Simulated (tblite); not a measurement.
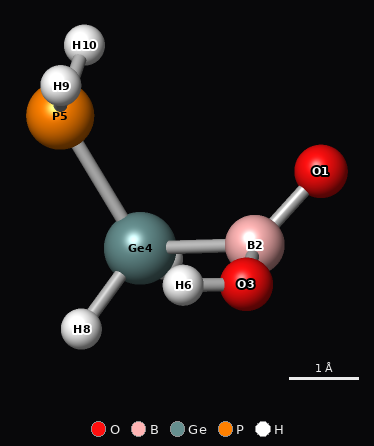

Fig. 1: The input geometry (ball-and-stick view, seen at a tilt; atoms are numbered from 1 in the order of the input). Sticks mark near contacts. Bond lengths as drawn: B–Ge 2.03 Å, B–O 1.46 to 1.47 Å, Ge–H 1.55 to 1.56 Å, Ge–P 2.29 Å, H–O 0.99 Å and H–P 1.44 Å.

Geometry relaxation, with input and output: GeBPH$_{5}$O$_{2}$ (part 1 of 2)

GeBPH$_{5}$O$_{2}$, multiplicity 2, computed with GFN2-xTB geometry optimisation, gas phase (tblite 0.8.0).

It belongs to a series of runs on one base structure; here: H removed from O.

The input:
```
{"job": {"kind": "relax", "xc": "GFN2-xTB", "basis": "xTB"}, "charge": 0, "multiplicity": 2}
O     -0.864800    -0.818200    -2.111400
B     -1.259500    -0.108600    -0.887300
O     -2.317700    -0.648000    -0.034700
Ge     0.144800     1.014800     0.050900
P      1.866800    -0.352700     0.692200
H     -2.060400    -0.735100     0.914500
H      0.695400     2.141700    -0.859800
H     -0.530000     1.577400     1.337300
H      1.424200    -1.628400     1.179200
H      2.910100    -0.438200    -0.303400
```

The first line tells a small driver script what to run in tblite; the rest is the geometry in Å.

Hardware: 1 CPU thread, shared host.

Launch command:
```bash
OMP_NUM_THREADS=1 python <driver script> task.json out
```

Output:
```
step      E/eV     max force
  0    -443.68230    7.172
  1    -445.00832    3.800
  2    -444.97081   12.490
  3    -445.62939    1.513
  4    -445.80452    1.506
  5    -446.16316    3.571
  6    -446.26662    1.297
  7    -446.33210    0.691
  8    -446.39240    1.234
  9    -446.42795    0.710
 10    -446.45453    0.483
 11    -446.49178    0.425
 12    -446.52261    0.426
 13    -446.53916    0.398
 14    -446.55299    0.318
 15    -446.56774    0.344
 16    -446.58062    0.398
 17    -446.59186    0.435
 18    -446.60310    0.421
 19    -446.61781    0.390
 20    -446.63714    0.406
 21    -446.65253    0.341
 22    -446.65896    0.247
 23    -446.66245    0.137
 24    -446.66460    0.119
 25    -446.66608    0.110
 26    -446.66707    0.105
 27    -446.66791    0.080
 28    -446.66885    0.100
 29    -446.66998    0.114
 30    -446.67139    0.157
 31    -446.67315    0.162
 32    -446.67499    0.125
 33    -446.67642    0.099
 34    -446.67737    0.085
 35    -446.67819    0.091
 36    -446.67958    0.131
 37    -446.68273    0.229
 38    -446.68762    0.338
 39    -446.69336    0.315
 40    -446.69958    0.333
 41    -446.70026    0.346
 42    -446.70385    0.258
 43    -446.70508    0.189
 44    -446.70866    0.297
 45    -446.71143    0.255
 46    -446.71344    0.313
 47    -446.71441    0.166
 48    -446.71532    0.065
 49    -446.71570    0.089
 50    -446.71634    0.095
 51    -446.71689    0.082
 52    -446.71772    0.118
 53    -446.71865    0.121
 54    -446.71945    0.089
 55    -446.71987    0.052
 56    -446.72007    0.103
 57    -446.72037    0.076
 58    -446.72070    0.068
 59    -446.72185    0.083
 60    -446.72287    0.068
 61    -446.72484    0.170
 62    -446.72677    0.142
 63    -446.72914    0.304
 64    -446.73209    0.257
 65    -446.72657    0.829
 66    -446.73591    0.112
 67    -446.73749    0.119
 68    -446.72320    1.253
 69    -446.74192    0.207
 70    -446.74485    0.189
 71    -446.72807    1.290
 72    -446.75024    0.168
 73    -446.75400    0.139
 74    -446.73477    1.200
 75    -446.76110    0.111
 76    -446.76476    0.134
 77    -446.76801    0.424
 78    -446.77164    0.180
 79    -446.77271    0.119
 80    -446.77382    0.064
 81    -446.77415    0.061
 82    -446.77537    0.115
 83    -446.77765    0.203
 84    -446.77957    0.154
 85    -446.78114    0.198
 86    -446.78271    0.086
 87    -446.78446    0.095
 88    -446.78638    0.130
 89    -446.78809    0.123
 90    -446.78901    0.084
 91    -446.78940    0.063
 92    -446.78974    0.093
 93    -446.79016    0.111
 94    -446.79075    0.143
 95    -446.79163    0.106
 96    -446.79268    0.165
 97    -446.79387    0.100
 98    -446.79470    0.078
 99    -446.79518    0.059
100    -446.79539    0.055
101    -446.79578    0.052
102    -446.79628    0.059
103    -446.79704    0.099
104    -446.79757    0.062
105    -446.79779    0.051
106    -446.79785    0.036
107    -446.79788    0.019
108    -446.79789    0.017
109    -446.79790    0.017
110    -446.79793    0.014
111    -446.79796    0.023
112    -446.79803    0.038
113    -446.79814    0.044
114    -446.79826    0.049
115    -446.79836    0.044
116    -446.79846    0.043
117    -446.79859    0.057
118    -446.79879    0.047
119    -446.79896    0.020
120    -446.79903    0.013
121    -446.79905    0.008
```

Trajectory as extended XYZ (Å, eV, eV/Å), 46 of the 122 frames kept, from step=0 to step=121:
```
10
Properties=species:S:1:pos:R:3:forces:R:3 step=0 energy=-443.68230
O    -0.8648   -0.8182   -2.1114   -1.5680   4.0290   5.5410
B    -1.2595   -0.1086   -0.8873   -0.4630  -5.7830  -4.2170
O    -2.3177   -0.6480   -0.0347    1.9880   1.0710  -0.1550
Ge    0.1448    1.0148    0.0509   -0.0870  -0.1380  -0.7480
P     1.8668   -0.3527    0.6922    1.0260   0.5930   1.1550
H    -2.0604   -0.7351    0.9145   -0.3800   0.3010  -1.1660
H     0.6954    2.1417   -0.8598    0.0530  -0.1230   0.5520
H    -0.5300    1.5774    1.3373    0.4460   0.0470  -0.1900
H     1.4242   -1.6284    1.1792    0.2110   0.5390  -1.0890
H     2.9101   -0.4382   -0.3034   -1.2260  -0.5350   0.3160
10
Properties=species:S:1:pos:R:3:forces:R:3 step=3 energy=-445.62939
O    -0.8850   -0.7046   -2.0113    0.2670   0.3920  -0.6420
B    -1.3238   -0.3080   -0.9377    0.1590  -1.0730  -0.4390
O    -2.2514   -0.6002   -0.0532   -1.1410  -0.0620   0.8520
Ge    0.1430    0.9991    0.0224    0.2710  -0.4230  -0.1910
P     1.9156   -0.3147    0.7567    0.6380   0.7410   1.1540
H    -2.0670   -0.7223    0.8767    0.0320   0.1230  -0.0670
H     0.7012    2.1421   -0.8353    0.1720   0.1810   0.3060
H    -0.5070    1.5823    1.3289    0.3570   0.1620  -0.0900
H     1.4342   -1.6017    1.1215    0.1160   0.4200  -0.9270
H     2.8491   -0.4672   -0.2912   -0.8710  -0.4610   0.0430
10
Properties=species:S:1:pos:R:3:forces:R:3 step=5 energy=-446.16316
O    -0.8443   -0.6163   -2.0855   -1.6830  -0.0840   3.0520
B    -1.3918   -0.5403   -0.9434    1.1290  -0.0970  -3.3860
O    -2.3295   -0.5638   -0.0187   -0.0520  -0.2430  -0.4220
Ge    0.1760    0.9416   -0.0112    0.6630  -0.0920   0.5510
P     2.0221   -0.2088    0.9295    0.0810  -0.6510  -0.4730
H    -2.0599   -0.7061    0.8793   -0.0360  -0.0790   0.3650
H     0.7250    2.1638   -0.7836    0.0540   0.1300   0.1350
H    -0.4498    1.6045    1.3106    0.1310   0.1020  -0.2270
H     1.4540   -1.5323    0.9773    0.1120   0.7430  -0.0240
H     2.7073   -0.5376   -0.2769   -0.3990   0.2700   0.4280
10
Properties=species:S:1:pos:R:3:forces:R:3 step=8 energy=-446.39240
O    -0.8776   -0.6385   -2.0605    0.3070  -0.3370  -0.9770
B    -1.4242   -0.5722   -0.9953   -0.9850  -0.0100   0.7440
O    -2.3290   -0.5698   -0.0339    0.1570  -0.1920   0.0820
Ge    0.2272    0.9279    0.0205    0.4270   0.1340   0.2870
P     2.0515   -0.2165    0.9464    0.1320  -0.0220   0.0200
H    -2.0633   -0.7056    0.8797   -0.1150  -0.0160  -0.2760
H     0.7349    2.1769   -0.7616    0.0950   0.0670   0.1940
H    -0.4275    1.6173    1.2929    0.1180   0.1270  -0.0670
H     1.4601   -1.4784    0.9460   -0.1790   0.0590   0.1380
H     2.6568   -0.5365   -0.2568    0.0430   0.1910  -0.1440
10
Properties=species:S:1:pos:R:3:forces:R:3 step=11 energy=-446.49178
O    -0.9038   -0.6685   -2.0797   -0.1600  -0.2270  -0.0500
B    -1.5295   -0.6469   -1.0508    0.0830   0.0480  -0.2390
O    -2.3401   -0.5955   -0.0389   -0.4050  -0.0710  -0.0920
Ge    0.3220    0.9287    0.0707   -0.1390   0.1310  -0.1800
P     2.1111   -0.2142    0.9848    0.2170   0.0090   0.0880
H    -2.0754   -0.7095    0.8652    0.0750  -0.0970   0.1640
H     0.7616    2.1997   -0.7091    0.1970   0.0940   0.1620
H    -0.3865    1.6487    1.2701    0.0570   0.1330   0.1310
H     1.4401   -1.4223    0.9267   -0.2090  -0.1880   0.2860
H     2.6092   -0.5156   -0.2614    0.2830   0.1670  -0.2690
10
Properties=species:S:1:pos:R:3:forces:R:3 step=13 energy=-446.53916
O    -0.9296   -0.7160   -2.0984   -0.3150  -0.0290   0.2110
B    -1.5788   -0.6460   -1.0844    0.2310  -0.1680  -0.1150
O    -2.3642   -0.6261   -0.0459   -0.2250   0.0100  -0.0850
Ge    0.3612    0.9498    0.0925   -0.3110  -0.0790  -0.2350
P     2.1412   -0.2279    0.9841    0.1040  -0.0330   0.0170
H    -2.0800   -0.7209    0.8602    0.0460  -0.0410  -0.1240
H     0.7883    2.2167   -0.6759    0.2590   0.1970   0.0890
H    -0.3689    1.6733    1.2710    0.0550   0.1170   0.1750
H     1.4086   -1.4193    0.9638    0.0650   0.0310   0.0880
H     2.6311   -0.4789   -0.2896    0.0920  -0.0060  -0.0230
10
Properties=species:S:1:pos:R:3:forces:R:3 step=16 energy=-446.58062
O    -0.9790   -0.7583   -2.1122    0.0540  -0.0240  -0.1610
B    -1.6120   -0.6797   -1.0967   -0.2400  -0.1300   0.2540
O    -2.4100   -0.6464   -0.0628    0.0810   0.0070   0.0530
Ge    0.3547    0.9558    0.0789    0.0420   0.0760   0.0620
P     2.1767   -0.2354    0.9867   -0.2910   0.1060  -0.2500
H    -2.0798   -0.7350    0.8326   -0.0860  -0.0150  -0.2060
H     0.8487    2.2583   -0.6324    0.1510   0.0430   0.0850
H    -0.3432    1.7094    1.2946    0.0580  -0.0220   0.0130
H     1.3981   -1.4087    0.9993    0.2640   0.0900  -0.0370
H     2.6547   -0.4554   -0.3105   -0.0340  -0.1310   0.1880
10
Properties=species:S:1:pos:R:3:forces:R:3 step=19 energy=-446.61781
O    -1.0322   -0.7950   -2.1252   -0.0040  -0.1170   0.0690
B    -1.6741   -0.7599   -1.1116    0.0190   0.1150  -0.3150
O    -2.4559   -0.6602   -0.0790   -0.1150  -0.0420  -0.0470
Ge    0.3619    0.9740    0.0737    0.0630   0.3600   0.0300
P     2.1793   -0.2105    0.9719   -0.1700   0.3500   0.0320
H    -2.0897   -0.7517    0.7917   -0.0160  -0.0540   0.2900
H     0.9349    2.3056   -0.5684    0.0560  -0.1330   0.0850
H    -0.3009    1.7419    1.3152    0.0380  -0.1220  -0.0410
H     1.4310   -1.3771    1.0105    0.0500  -0.2110  -0.0020
H     2.6548   -0.4623   -0.3014    0.0800  -0.1450  -0.1010
10
Properties=species:S:1:pos:R:3:forces:R:3 step=22 energy=-446.65896
O    -1.0944   -0.8703   -2.1463    0.0150  -0.0710   0.0220
B    -1.7532   -0.8128   -1.1471   -0.0130   0.1200  -0.0910
O    -2.5155   -0.6927   -0.0964    0.0700  -0.0480  -0.0150
Ge    0.3702    1.0536    0.0716   -0.1370   0.1060  -0.1760
P     2.1429   -0.1501    0.9304    0.1280  -0.0560   0.1140
H    -2.1114   -0.7816    0.7622   -0.0910  -0.0220   0.1290
H     1.0524    2.3477   -0.4818    0.0540   0.0020   0.0280
H    -0.2500    1.7643    1.3415    0.0050  -0.0600   0.0290
H     1.4808   -1.3726    1.0466    0.0200   0.0450  -0.0320
H     2.6871   -0.4808   -0.3033   -0.0520  -0.0170  -0.0080
10
Properties=species:S:1:pos:R:3:forces:R:3 step=24 energy=-446.66460
O    -1.0985   -0.8832   -2.1489    0.0510  -0.0270  -0.0750
B    -1.7608   -0.8077   -1.1544   -0.0510   0.0390   0.1000
O    -2.5175   -0.6995   -0.0973    0.0860  -0.0110   0.0150
Ge    0.3618    1.0696    0.0603    0.0050  -0.0780  -0.0560
P     2.1440   -0.1457    0.9308    0.0090  -0.0370  -0.0420
H    -2.1200   -0.7863    0.7668   -0.1000  -0.0160   0.0060
H     1.0682    2.3519   -0.4718    0.0590   0.0810   0.0040
H    -0.2454    1.7620    1.3466   -0.0110  -0.0320   0.0110
H     1.4872   -1.3722    1.0502    0.0220   0.0710  -0.0270
H     2.6898   -0.4840   -0.3047   -0.0720   0.0100   0.0630
10
Properties=species:S:1:pos:R:3:forces:R:3 step=27 energy=-446.66791
O    -1.0970   -0.8878   -2.1497   -0.0200   0.0020   0.0080
B    -1.7610   -0.8047   -1.1553    0.0740  -0.0180   0.0190
O    -2.5120   -0.7012   -0.0965   -0.0290   0.0260  -0.0140
Ge    0.3575    1.0708    0.0467    0.0790  -0.0120   0.0070
P     2.1419   -0.1405    0.9290   -0.0300   0.0440  -0.0060
H    -2.1349   -0.7906    0.7746   -0.0390  -0.0260   0.0340
H     1.0818    2.3609   -0.4666    0.0130   0.0310   0.0180
H    -0.2444    1.7537    1.3489   -0.0130  -0.0420  -0.0370
H     1.4957   -1.3660    1.0449   -0.0460  -0.0170   0.0240
H     2.6813   -0.4899   -0.2985    0.0130   0.0130  -0.0530
10
Properties=species:S:1:pos:R:3:forces:R:3 step=30 energy=-446.67139
O    -1.0971   -0.8940   -2.1517   -0.0310   0.0290   0.0830
B    -1.7482   -0.7998   -1.1486    0.0560  -0.0670  -0.0130
O    -2.5074   -0.6994   -0.0959   -0.0150   0.0460   0.0030
Ge    0.3720    1.0683    0.0354   -0.0250   0.1520  -0.0320
P     2.1376   -0.1347    0.9238    0.0680  -0.0520   0.0360
H    -2.1617   -0.8005    0.7874   -0.0200  -0.0220  -0.0260
H     1.0962    2.3773   -0.4586   -0.0200  -0.0450   0.0430
H    -0.2481    1.7359    1.3420   -0.0060  -0.0560  -0.0640
H     1.4901   -1.3609    1.0473   -0.0320   0.0140   0.0130
H     2.6756   -0.4876   -0.3036    0.0250   0.0000  -0.0440
10
Properties=species:S:1:pos:R:3:forces:R:3 step=32 energy=-446.67499
O    -1.1037   -0.9043   -2.1526    0.0500   0.0180   0.0390
B    -1.7395   -0.8071   -1.1411   -0.0520  -0.0460   0.0400
O    -2.5086   -0.6952   -0.0970    0.0150   0.0450   0.0400
Ge    0.3907    1.0804    0.0223   -0.0430   0.0970  -0.0240
P     2.1429   -0.1316    0.9216    0.0660  -0.0920  -0.0520
H    -2.1931   -0.8152    0.7956   -0.0080  -0.0190  -0.0700
H     1.1169    2.3961   -0.4392   -0.0120  -0.0170   0.0340
H    -0.2487    1.7158    1.3293   -0.0270  -0.0230  -0.0420
H     1.4792   -1.3519    1.0540    0.0110   0.0560  -0.0230
H     2.6726   -0.4824   -0.3154    0.0010  -0.0200   0.0560
10
Properties=species:S:1:pos:R:3:forces:R:3 step=35 energy=-446.67819
O    -1.1075   -0.9144   -2.1475    0.0570  -0.0220   0.0680
B    -1.7412   -0.8262   -1.1336   -0.0340   0.0330  -0.0420
O    -2.5133   -0.6852   -0.0974   -0.0260   0.0350   0.0160
Ge    0.4029    1.1028    0.0053    0.0210  -0.0670  -0.0040
P     2.1488   -0.1270    0.9131   -0.0120   0.0330  -0.0260
H    -2.2230   -0.8332    0.7975    0.0220  -0.0360   0.0100
H     1.1442    2.4162   -0.4117    0.0020   0.0550   0.0160
H    -0.2491    1.6962    1.3159   -0.0570   0.0270   0.0010
H     1.4774   -1.3373    1.0550   -0.0230  -0.0060  -0.0200
H     2.6698   -0.4872   -0.3190    0.0500  -0.0500  -0.0210
10
Properties=species:S:1:pos:R:3:forces:R:3 step=38 energy=-446.68762
O    -1.0545   -0.9319   -2.0843   -0.1060  -0.0830   0.2610
B    -1.7260   -0.8381   -1.0924    0.0920   0.1500  -0.1810
O    -2.5064   -0.6120   -0.0770    0.0940  -0.1170   0.2890
Ge    0.4356    1.1408   -0.0643    0.0200  -0.0840   0.0030
P     2.1528   -0.1159    0.8615   -0.0420   0.2150   0.2360
H    -2.3180   -0.9074    0.8166   -0.0500   0.0590  -0.3290
H     1.1950    2.4907   -0.3429   -0.0490   0.0390   0.0470
H    -0.3088    1.6132    1.2556    0.0140   0.0420  -0.0460
H     1.4564   -1.2981    1.0356   -0.1140  -0.1260   0.0020
H     2.6828   -0.5368   -0.3309    0.1410  -0.0940  -0.2810
10
Properties=species:S:1:pos:R:3:forces:R:3 step=40 energy=-446.69958
O    -0.9983   -0.9340   -2.0225   -0.0990  -0.0770   0.0950
B    -1.7091   -0.8095   -1.0636    0.1050   0.0910  -0.0230
O    -2.4862   -0.5599   -0.0514    0.0480  -0.1330   0.2590
Ge    0.4486    1.1429   -0.0963   -0.0380  -0.0180  -0.0100
P     2.1566   -0.1215    0.8343    0.0000   0.0770   0.1820
H    -2.3543   -0.9463    0.8172   -0.0490   0.0970  -0.3150
H     1.1847    2.5233   -0.3228   -0.0530   0.0120   0.0720
H    -0.3676    1.5697    1.2117    0.1140   0.0130  -0.0990
H     1.4245   -1.2886    1.0197   -0.0290  -0.0290  -0.0470
H     2.7099   -0.5715   -0.3489    0.0000  -0.0310  -0.1150
10
Properties=species:S:1:pos:R:3:forces:R:3 step=43 energy=-446.70508
O    -0.9916   -0.9401   -2.0110    0.0010  -0.0700  -0.0370
B    -1.7022   -0.8020   -1.0559   -0.0010   0.0580   0.1170
O    -2.4809   -0.5529   -0.0448    0.0240  -0.0530   0.1170
Ge    0.4611    1.1409   -0.1028   -0.0120   0.0110  -0.0010
P     2.1655   -0.1235    0.8402   -0.0060  -0.0290  -0.0050
H    -2.3697   -0.9554    0.8156   -0.0200   0.0400  -0.1840
H     1.1812    2.5345   -0.3117   -0.0520  -0.0010   0.0600
H    -0.3725    1.5583    1.1931    0.0920   0.0150  -0.0750
H     1.4096   -1.2823    1.0144    0.0270   0.0160  -0.0500
H     2.7085   -0.5727   -0.3597   -0.0540   0.0120   0.0560
10
Properties=species:S:1:pos:R:3:forces:R:3 step=46 energy=-446.71344
O    -0.9660   -0.9786   -1.9570   -0.0660   0.0090   0.1180
B    -1.6837   -0.7912   -1.0136    0.0840  -0.0350  -0.1360
O    -2.4747   -0.5129   -0.0208    0.0400  -0.1420   0.2760
Ge    0.5056    1.1674   -0.1451    0.0500   0.0220  -0.0530
P     2.1781   -0.1213    0.8224   -0.0220   0.0100  -0.0390
H    -2.4448   -1.0087    0.7998   -0.0450   0.1540  -0.2420
H     1.1942    2.5911   -0.2358   -0.0420  -0.0180   0.0180
H    -0.3830    1.5042    1.1141    0.0000   0.0380   0.0420
H     1.3816   -1.2490    0.9867   -0.0130  -0.0480  -0.0090
H     2.7014   -0.5962   -0.3731    0.0150   0.0100   0.0250
10
Properties=species:S:1:pos:R:3:forces:R:3 step=48 energy=-446.71532
O    -0.9590   -0.9872   -1.9420    0.0090   0.0150   0.0150
B    -1.6787   -0.7835   -1.0052   -0.0060  -0.0550  -0.0240
O    -2.4719   -0.5054   -0.0131    0.0510  -0.0090   0.0400
Ge    0.5106    1.1724   -0.1550    0.0150   0.0240  -0.0460
P     2.1755   -0.1203    0.8149   -0.0140  -0.0190  -0.0080
H    -2.4546   -1.0165    0.7919   -0.0440   0.0330  -0.0190
H     1.1905    2.5991   -0.2225   -0.0210  -0.0040   0.0070
H    -0.3865    1.4980    1.1016    0.0030   0.0250   0.0370
H     1.3778   -1.2483    0.9803   -0.0100  -0.0250  -0.0100
H     2.7053   -0.6036   -0.3735    0.0160   0.0160   0.0080
10
Properties=species:S:1:pos:R:3:forces:R:3 step=51 energy=-446.71689
O    -0.9494   -0.9940   -1.9276    0.0350  -0.0060  -0.0390
B    -1.6754   -0.7893   -0.9967   -0.0130  -0.0200   0.0390
O    -2.4613   -0.4955   -0.0039    0.0260  -0.0360   0.0540
Ge    0.5195    1.1849   -0.1747   -0.0520  -0.0190   0.0600
P     2.1719   -0.1196    0.8058   -0.0270  -0.0210   0.0040
H    -2.4802   -1.0245    0.7899   -0.0380   0.0480  -0.0410
H     1.1932    2.6124   -0.2042    0.0050   0.0330  -0.0030
H    -0.3909    1.4873    1.0912    0.0460   0.0090  -0.0420
H     1.3720   -1.2471    0.9727   -0.0070   0.0020  -0.0210
H     2.7095   -0.6099   -0.3750    0.0240   0.0100  -0.0100
10
Properties=species:S:1:pos:R:3:forces:R:3 step=54 energy=-446.71945
O    -0.9249   -0.9996   -1.9042   -0.0070  -0.0210   0.0230
B    -1.6505   -0.7974   -0.9713    0.0350  -0.0020  -0.0350
O    -2.4284   -0.4788    0.0178   -0.0050   0.0040   0.0130
Ge    0.5295    1.1940   -0.1997   -0.0470   0.0010   0.0750
P     2.1590   -0.1270    0.7968    0.0120   0.0070  -0.0080
H    -2.5345   -1.0276    0.7887   -0.0230  -0.0050   0.0060
H     1.1786    2.6354   -0.1806    0.0380   0.0140  -0.0250
H    -0.3877    1.4688    1.0601   -0.0030   0.0030  -0.0130
H     1.3530   -1.2514    0.9484   -0.0200  -0.0010  -0.0380
H     2.7146   -0.6119   -0.3785    0.0200   0.0000   0.0030
10
Properties=species:S:1:pos:R:3:forces:R:3 step=56 energy=-446.72007
O    -0.9172   -1.0005   -1.8995   -0.0020  -0.0330  -0.0010
B    -1.6440   -0.7990   -0.9678    0.0070   0.0040   0.0250
O    -2.4184   -0.4764    0.0235    0.0150   0.0610  -0.0820
Ge    0.5232    1.1946   -0.1981    0.0160   0.0200   0.0060
P     2.1533   -0.1299    0.7933    0.0190   0.0070   0.0030
H    -2.5455   -1.0245    0.7894   -0.0240  -0.0630   0.0610
H     1.1752    2.6392   -0.1819    0.0260  -0.0220  -0.0210
H    -0.3872    1.4690    1.0566   -0.0380   0.0130   0.0470
H     1.3484   -1.2563    0.9404   -0.0130   0.0050  -0.0480
H     2.7212   -0.6117   -0.3784   -0.0050   0.0080   0.0110
```
